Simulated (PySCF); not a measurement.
# B2PLYP/6-31G(d) (spherical functions) run of HS− (hydrosulfide)

Aim: the energy change on altering one bond length of HS− (hydrosulfide) at B2PLYP/6-31G* (spherical functions), from 2 runs. Input form: a Python script.

The results are computed with PySCF 2.14.0.

9 further runs of the same task are left out: 9 set aside as unsound or not needed.

## 1. The system as given

HS− has 2 atoms, charge -1, and is taken as a singlet. SMILES: `[SH-]`. The shape is that of a PBE0-D4/def2-TZVPD optimisation.

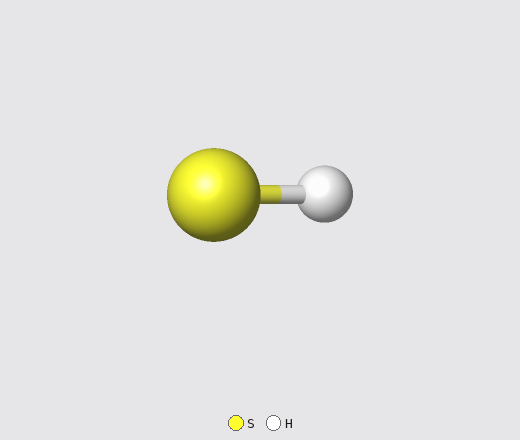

Viewed from a chosen angle; sulfur yellow, hydrogen white.

## 2. A single-point energy at B2PLYP/6-31G(d) (spherical functions)

Contents of run.py:

```python
from pyscf import gto, dft, mp

system = gto.Mole()
system.atom = '''
S    0.574700  -0.187900   0.295500
H   -0.574700   0.187900  -0.295500
'''
system.max_memory = 1860
system.basis = '6-31g*'
system.spin = 0
system.charge = -1
system.verbose = 3
system.build()

mf = dft.RKS(system, xc='0.53*HF + 0.47*B88, 0.73*LYP')
mf.grids.level = 5
mf.conv_tol = 1e-10
mf.kernel()
if not mf.converged:
    mf = mf.newton().run(mf.mo_coeff, mf.mo_occ)

pt = mp.MP2(mf, frozen=5).run()
energy = mf.e_tot + 0.27 * pt.e_corr
print('PT2 part  %.8f' % (0.27 * pt.e_corr))
print(f'total energy: {energy:.8f} hartree')
```

Command:

```
$ OMP_NUM_THREADS=1 python run.py
```

The program printed:

```text
converged SCF energy = -398.592469175669
E(RMP2) = -398.73438276857  E_corr = -0.14191359290135
E(SCS-RMP2) = -398.734647857198  E_corr = -0.142178681529588
PT2 part  -0.03831667
total energy: -398.63078585 hartree
```

Wall time 1.4 s (1 thread of Arm Neoverse V1, shared host); peak memory 0.17 GiB.

## 3. The distorted shape at the same level

Contents of run.py:

```python
from pyscf import gto, dft, mp

system = gto.M(
    atom='''
S      2.172131    -0.710186     1.116870
H     -1.086026     0.355080    -0.558414
''',
    charge=-1,
    verbose=3,
    unit='bohr',
    max_memory=1860,
    basis='6-31g*',
    spin=0,
)

mf = dft.RKS(system, xc='0.53*HF + 0.47*B88, 0.73*LYP')
mf.conv_tol = 1e-10
mf.grids.level = 5
mf.kernel()
if not mf.converged:
    mf = mf.newton().run(mf.mo_coeff, mf.mo_occ)

pt = mp.MP2(mf, frozen=5).run()
energy = mf.e_tot + 0.27 * pt.e_corr
print('PT2 part  %.8f' % (0.27 * pt.e_corr))
print('Final energy', energy)
```

Command:

```
$ OMP_NUM_THREADS=1 python run.py
```

The program printed:

```text
converged SCF energy = -398.517768418053
E(RMP2) = -398.676118032009  E_corr = -0.15834961395572
E(SCS-RMP2) = -398.68063217906  E_corr = -0.162863761006803
PT2 part  -0.04275440
Final energy -398.560522813821
```

It took 1.4 s on 1 thread of Arm Neoverse V1, shared host; peak memory 0.17 GiB.

## 4. What came out

At B2PLYP/6-31G* (spherical functions), 5 core orbitals frozen:

| quantity | value |
| --- | --- |
| first shape: total energy | -398.63079 Eh |
| first shape: HOMO energy (SCF part's orbitals) | -0.04 eV |
| first shape: LUMO energy (SCF part's orbitals) | 10.13 eV |
| first shape: HOMO–LUMO gap (to an unbound level, set by the basis) | 10.16 eV |
| distorted shape: total energy | -398.56052 Eh |
| distorted shape: HOMO energy (SCF part's orbitals) | -0.56 eV |
| distorted shape: LUMO energy (SCF part's orbitals) | 5.79 eV |
| distorted shape: HOMO–LUMO gap (to an unbound level, set by the basis) | 6.35 eV |
| energy change with the S1–H2 bond stretched from 1.346 to 2.019 Å | 1.912 eV |

With the S1–H2 bond stretched from 1.346 to 2.019 Å the energy rises by 1.91 eV (44 kcal/mol). The first shape isn't relaxed at this level, so the change isn't measured from a minimum.
